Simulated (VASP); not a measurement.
Band structure of Ag (fcc). Method: PBE GGA with D4 dispersion, VASP's PBE PAW potentials (set 64) (plane waves; VASP).

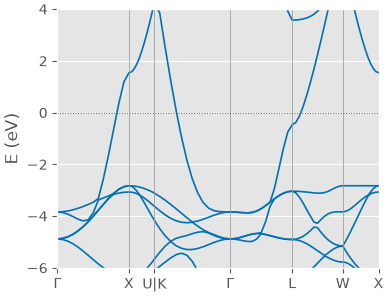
Bands along high-symmetry lines, zero at the valence-band maximum or, without a gap, the Fermi level

Question: Read the plot: is there a gap, and where are the band edges?

Answer: It has no gap at this level: it comes out as a metal or semimetal. (Edges off the drawn lines would not show.)

The compound is Ag in the fcc structure. It was relaxed first.
